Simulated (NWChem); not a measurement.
# One shape, several levels: CH9NSi2 (SMILES CN([SiH3])[SiH3])

Wanted: a comparison of 4 runs (HF/STO-3G, HF/3-21G, B3LYP/6-31G*) of CH9NSi2. 

The results are computed with NWChem 7.3.0.

## (1) The structure to begin with

CH9NSi2: 13 atoms, total charge 0, spin state singlet. As SMILES, `CN([SiH3])[SiH3]`. The shape is that of a PBE0-D4/def2-TZVP optimisation.

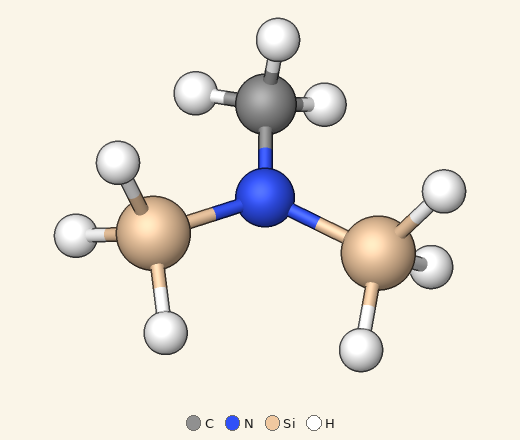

The structure, seen from a chosen angle (carbon grey, nitrogen blue, silicon light orange, hydrogen white).

## (2) Energy and gradient at HF/STO-3G (run 1)

The input, test.xyz:

```xyz
13
CH9NSi2
C     -0.311100     1.254300    -0.765500
N     -0.077200     0.031200    -0.000200
Si     0.489400     0.221700     1.618200
Si    -0.188700    -1.459400    -0.861800
H     -1.071300     1.091300    -1.536000
H     -0.681500     2.054100    -0.116400
H      0.597000     1.617200    -1.260900
H      0.550500    -1.115200     2.257700
H     -0.437800     1.115800     2.366600
H      1.840300     0.851800     1.676100
H     -1.508500    -1.538600    -1.548000
H     -0.037700    -2.575500     0.103400
H      0.857000    -1.583600    -1.918400
```

The input, run.py:

```python
from ase.io import read
from ase.calculators.nwchem import NWChem

molecule = read('test.xyz')

calc = NWChem(
    label='test',
    theory='scf',
    memory='2200 mb',
    basis='STO-3G',
    basispar='spherical bse',
    scf={'nopen': '0', 'rhf': None, 'thresh': '1e-08', 'maxiter': '80', 'print': 'low'},
)
molecule.calc = calc

forces = molecule.get_forces()
print(f"energy = {molecule.get_potential_energy():.6f} eV")
print("forces (eV/A):")
for s, f in zip(molecule.symbols, forces):
    print(f"{s:2s} {f[0]:10.5f} {f[1]:10.5f} {f[2]:10.5f}")
```

Command:

```sh
$ export ASE_NWCHEM_COMMAND="nwchem PREFIX.nwi > PREFIX.nwo"
$ python run.py
```

Output:

```text
energy = -18166.770692 eV
forces (eV/A):
C    -0.17699    0.20348   -0.08685
N     0.04021   -0.39122    0.25289
Si    0.57968    0.42824    1.73935
Si   -0.19947   -1.50466   -1.11360
H     0.14923    0.11472    0.03219
H     0.09529   -0.02016   -0.16532
H    -0.10901    0.11765   -0.05034
H    -0.06603    1.51171   -0.67008
H     1.06053   -1.07503   -0.80954
H    -1.53263   -0.77601   -0.10120
H     1.50379    0.02885    0.81710
H    -0.18640    1.21521   -1.10907
H    -1.15823    0.14722    1.26442
```

The calculator wrote test.nwi:

```
title "test"

permanent_dir test

scratch_dir test

start test

geometry units angstrom nocenter noautosym noautoz
  C  -3.1109999999999999e-01 1.2543000000000000e+00 -7.6549999999999996e-01
  N  -7.7200000000000005e-02 3.1199999999999999e-02 -2.0000000000000001e-04
  Si 4.8940000000000000e-01 2.2170000000000001e-01 1.6182000000000001e+00
  Si -1.8870000000000001e-01 -1.4594000000000000e+00 -8.6180000000000001e-01
  H  -1.0712999999999999e+00 1.0912999999999999e+00 -1.5360000000000000e+00
  H  -6.8149999999999999e-01 2.0541000000000000e+00 -1.1640000000000000e-01
  H  5.9699999999999998e-01 1.6172000000000000e+00 -1.2608999999999999e+00
  H  5.5049999999999999e-01 -1.1152000000000000e+00 2.2576999999999998e+00
  H  -4.3780000000000002e-01 1.1157999999999999e+00 2.3666000000000000e+00
  H  1.8403000000000000e+00 8.5180000000000000e-01 1.6760999999999999e+00
  H  -1.5085000000000000e+00 -1.5386000000000000e+00 -1.5480000000000000e+00
  H  -3.7699999999999997e-02 -2.5754999999999999e+00 1.0340000000000001e-01
  H  8.5699999999999998e-01 -1.5835999999999999e+00 -1.9184000000000001e+00
end

memory 2200 mb

basis spherical bse noprint
   * library STO-3G
end

scf
  nopen 0
  rhf
  thresh 1e-08
  maxiter 80
  print low
end

task scf gradient
```

test.nwo:

```text
Northwest Computational Chemistry Package (NWChem) 7.3.0
             --------------------------------------------------------

           Job information
           ---------------

    nwchem branch   = 7.3.0
    use scalapack   = T
    input           = test.nwi
    prefix          = test.
    data base       = test/test.db
    status          = startup
    nproc           =        1

           Memory information
           ------------------

    heap     =     72089598 doubles =      550.0 Mbytes
    stack    =     72089595 doubles =      550.0 Mbytes
    global   =    144179200 doubles =     1100.0 Mbytes (distinct from heap & stack)
    total    =    288358393 doubles =     2200.0 Mbytes
    verify   = yes
    hardfail = no

[... 38 lines left out ...]
            Nuclear Dipole moment (a.u.)
[... 80 lines left out ...]
       Final RHF  results
       ------------------

         Total SCF energy =   -667.616514506945
      One-electron energy =  -1387.328267725439
      Two-electron energy =    488.297298111009
 Nuclear repulsion energy =    231.414455107485

        Time for solution =      2.5s

                              NWChem Gradients Module
                              -----------------------

                         RHF ENERGY GRADIENTS

    atom               coordinates                        gradient
                 x          y          z           x          y          z
   1 C      -0.587894   2.370283  -1.446585    0.003442  -0.003957   0.001689
   2 N      -0.145887   0.058959  -0.000378   -0.000782   0.007608  -0.004918
   3 Si      0.924832   0.418952   3.057955   -0.011273  -0.008328  -0.033825
[... 9 lines of this table left out ...]
  13 H       1.619495  -2.992570  -3.625250    0.022524  -0.002863  -0.024589

 Task  times  cpu:        3.0s     wall:        3.0s
 Total times  cpu:        3.1s     wall:        3.1s
```

Run time: 4.2 s. Hardware: 1 thread of Intel Xeon 6975P-C (Granite Rapids), shared host; peak memory 0.096 GiB.

## (3) Energy and forces at HF/3-21G (run 2)

The input, work.nw:

```
start work
title "CH9NSi2"
memory total 2200 mb
geometry noautosym nocenter noautoz
   C       -0.311100       1.254300      -0.765500
   N       -0.077200       0.031200      -0.000200
   Si       0.489400       0.221700       1.618200
   Si      -0.188700      -1.459400      -0.861800
   H       -1.071300       1.091300      -1.536000
   H       -0.681500       2.054100      -0.116400
   H        0.597000       1.617200      -1.260900
   H        0.550500      -1.115200       2.257700
   H       -0.437800       1.115800       2.366600
   H        1.840300       0.851800       1.676100
   H       -1.508500      -1.538600      -1.548000
   H       -0.037700      -2.575500       0.103400
   H        0.857000      -1.583600      -1.918400
end
basis spherical bse
   * library 3-21G
end
scf
   thresh 1e-08
   maxiter 80
   noprint "final vectors analysis"
end
task scf gradient
```

Command:

```sh
$ nwchem work.nw > work.out
```

Output:

```text
[...]
  functions       =    62
[...]
  wavefunction    = RHF
[...]
         Total SCF energy =   -671.830713943331
      One-electron energy =  -1388.676699256453
      Two-electron energy =    485.431530205637
 Nuclear repulsion energy =    231.414455107485
        Time for solution =      3.7s
[...]
                         RHF ENERGY GRADIENTS
    atom               coordinates                        gradient
                 x          y          z           x          y          z
   1 C      -0.587894   2.370283  -1.446585    0.005278  -0.017264   0.010229
   2 N      -0.145887   0.058959  -0.000378   -0.002670  -0.000487   0.001085
   3 Si      0.924832   0.418952   3.057955   -0.003421  -0.004613  -0.015439
   4 Si     -0.356591  -2.757866  -1.628566    0.003519   0.012609   0.009979
   5 H      -2.024463   2.062258  -2.902619   -0.003982  -0.001677  -0.004116
   6 H      -1.287848   3.881686  -0.219964   -0.001713   0.003947   0.004164
   7 H       1.128166   3.056065  -2.382755    0.004886   0.002297  -0.002893
   8 H       1.040294  -2.107422   4.266434   -0.000481  -0.000378  -0.001724
   9 H      -0.827322   2.108556   4.472226   -0.000310   0.000361  -0.001966
  10 H       3.477663   1.609669   3.167370   -0.001063   0.000385  -0.001106
  11 H      -2.850652  -2.907532  -2.925296    0.000365   0.001953   0.000389
[...]
```

It took 5.1 s on 1 thread of Intel Xeon 6975P-C (Granite Rapids), shared host; peak memory 0.094 GiB.

Run 3 isn't shown in full; the table further down has it.

## (4) Energy and gradient at B3LYP/6-31G(d) (Cartesian functions) (run 4)

The input, ch9nsi2.xyz:

```xyz
13
CH9NSi2 gradient
C     -0.311100     1.254300    -0.765500
N     -0.077200     0.031200    -0.000200
Si     0.489400     0.221700     1.618200
Si    -0.188700    -1.459400    -0.861800
H     -1.071300     1.091300    -1.536000
H     -0.681500     2.054100    -0.116400
H      0.597000     1.617200    -1.260900
H      0.550500    -1.115200     2.257700
H     -0.437800     1.115800     2.366600
H      1.840300     0.851800     1.676100
H     -1.508500    -1.538600    -1.548000
H     -0.037700    -2.575500     0.103400
H      0.857000    -1.583600    -1.918400
```

The input, run.py:

```python
from ase.io import read
from ase.calculators.nwchem import NWChem

mol = read('ch9nsi2.xyz')

calc = NWChem(
    label='ch9nsi2',
    theory='dft',
    memory='2200 mb',
    basis='6-31G*',
    dft={'xc': 'b3lyp', 'mult': '1', 'grid': 'xfine', 'convergence': 'energy 1e-08', 'iterations': '100', 'mulliken': None},
)
mol.calc = calc

forces = mol.get_forces()
print("Total energy (eV):", round(mol.get_potential_energy(), 6))
print("forces (eV/A):")
for s, f in zip(mol.symbols, forces):
    print(f"{s:2s} {f[0]:10.5f} {f[1]:10.5f} {f[2]:10.5f}")
print("dipole (e A):", mol.get_dipole_moment().round(4))
```

Command:

```sh
$ export ASE_NWCHEM_COMMAND="nwchem PREFIX.nwi > PREFIX.nwo"
$ python run.py
```

Output:

```text
Total energy (eV): -18429.732512
forces (eV/A):
C    -0.06273    0.23186   -0.13853
N    -0.06196   -0.02170    0.03065
Si    0.12665    0.05101    0.35522
Si   -0.02396   -0.32375   -0.19792
H    -0.07179    0.01265   -0.07621
H    -0.04047    0.08886    0.03697
H     0.08845    0.04767   -0.05682
H     0.00962    0.00180    0.03204
H     0.00720    0.01347    0.04602
H     0.03512    0.01229    0.05019
H    -0.01471   -0.03687   -0.02849
H    -0.00288   -0.02921   -0.01517
H     0.01142   -0.04808   -0.03795
dipole (e A): [-0.0299  0.1422 -0.0882]
```

The calculator wrote ch9nsi2.nwi:

```
title "ch9nsi2"

permanent_dir ch9nsi2

scratch_dir ch9nsi2

start ch9nsi2

geometry units angstrom nocenter noautosym noautoz
  C  -3.1109999999999999e-01 1.2543000000000000e+00 -7.6549999999999996e-01
  N  -7.7200000000000005e-02 3.1199999999999999e-02 -2.0000000000000001e-04
  Si 4.8940000000000000e-01 2.2170000000000001e-01 1.6182000000000001e+00
  Si -1.8870000000000001e-01 -1.4594000000000000e+00 -8.6180000000000001e-01
  H  -1.0712999999999999e+00 1.0912999999999999e+00 -1.5360000000000000e+00
  H  -6.8149999999999999e-01 2.0541000000000000e+00 -1.1640000000000000e-01
  H  5.9699999999999998e-01 1.6172000000000000e+00 -1.2608999999999999e+00
  H  5.5049999999999999e-01 -1.1152000000000000e+00 2.2576999999999998e+00
  H  -4.3780000000000002e-01 1.1157999999999999e+00 2.3666000000000000e+00
  H  1.8403000000000000e+00 8.5180000000000000e-01 1.6760999999999999e+00
  H  -1.5085000000000000e+00 -1.5386000000000000e+00 -1.5480000000000000e+00
  H  -3.7699999999999997e-02 -2.5754999999999999e+00 1.0340000000000001e-01
  H  8.5699999999999998e-01 -1.5835999999999999e+00 -1.9184000000000001e+00
end

memory 2200 mb

basis noprint
   * library 6-31G*
end

dft
  xc b3lyp
  mult 1
  grid xfine
  convergence energy 1e-08
  iterations 100
  mulliken
end

task dft gradient
```

ch9nsi2.nwo:

```text
Northwest Computational Chemistry Package (NWChem) 7.3.0
             --------------------------------------------------------

           Job information
           ---------------

    nwchem branch   = 7.3.0
    use scalapack   = T
    input           = ch9nsi2.nwi
    prefix          = ch9nsi2.
    data base       = ch9nsi2/ch9nsi2.db
    status          = startup
    nproc           =        1

           Memory information
           ------------------

    heap     =     72089598 doubles =      550.0 Mbytes
    stack    =     72089595 doubles =      550.0 Mbytes
    global   =    144179200 doubles =     1100.0 Mbytes (distinct from heap & stack)
    total    =    288358393 doubles =     2200.0 Mbytes
    verify   = yes
    hardfail = no

[... 116 lines left out ...]
  convergence criterion.
[... 41 lines left out ...]
          Spatial weights used:  Erf1
[... 77 lines left out ...]
         Total DFT energy =     -677.280183219370
[... 3 lines left out ...]
 Nuclear repulsion energy =      231.414455107485
[... 679 lines left out ...]
          Convergence on gradient requested:  5.00D-04
[... 28 lines left out ...]
          total energy or number of iterations.
[... 26 lines left out ...]
                         DFT ENERGY GRADIENTS

    atom               coordinates                        gradient
                 x          y          z           x          y          z
   1 C      -0.587894   2.370283  -1.446585    0.001220  -0.004509   0.002694
   2 N      -0.145887   0.058959  -0.000378    0.001205   0.000422  -0.000596
   3 Si      0.924832   0.418952   3.057955   -0.002463  -0.000992  -0.006908
[... 9 lines of this table left out ...]
  13 H       1.619495  -2.992570  -3.625250   -0.000222   0.000935   0.000738

                 ----------------------------------------
                 |  Time  |  1-e(secs)   |  2-e(secs)   |
                 ----------------------------------------
                 |  CPU   |       0.01   |       3.71   |
                 ----------------------------------------
                 |  WALL  |       0.01   |       3.71   |
                 ----------------------------------------

 Task  times  cpu:       56.4s     wall:       56.4s
 Total times  cpu:       56.5s     wall:       56.5s
```

It took 58 s on 1 thread of Intel Xeon 6975P-C (Granite Rapids), shared host; peak memory 0.16 GiB.

## (5) Overview of the runs

| run | level | iteration cap | module | energy (Eh) | largest force (eV/Å) | wall time |
| --- | --- | --- | --- | --- | --- | --- |
| 1 | HF/STO-3G | 80 | scf | -667.616515 | 1.883 | 4.2 s |
| 2 | HF/3-21G | 80 | scf | -671.830714 | 1.067 | 5.1 s |
| 3 | B3LYP/6-31G* (spherical functions) | 100 | dft | -677.275048 | 0.394 | 50 s |
| 4 | B3LYP/6-31G* (Cartesian functions) | 100 | dft | -677.280183 | 0.381 | 58 s |

## (6) Summary of results

```
                       quantity          value
            run 4: total energy  -677.28018 Eh
           run 4: dipole moment         0.82 D
             run 4: HOMO energy       -6.60 eV
             run 4: LUMO energy        0.38 eV
           run 4: HOMO–LUMO gap        6.98 eV
run 4: largest force on an atom     0.381 eV/Å
```

**Reading.** Over runs 2, 3, 4 the dipole moment (its size) runs from 0.79 D (HF/3-21G) to 0.82 D (B3LYP/6-31G*). The two ends differ in method and basis. In run 1 the basis is minimal, so the values are rough. All runs together took 2 min, the longest 58 s.
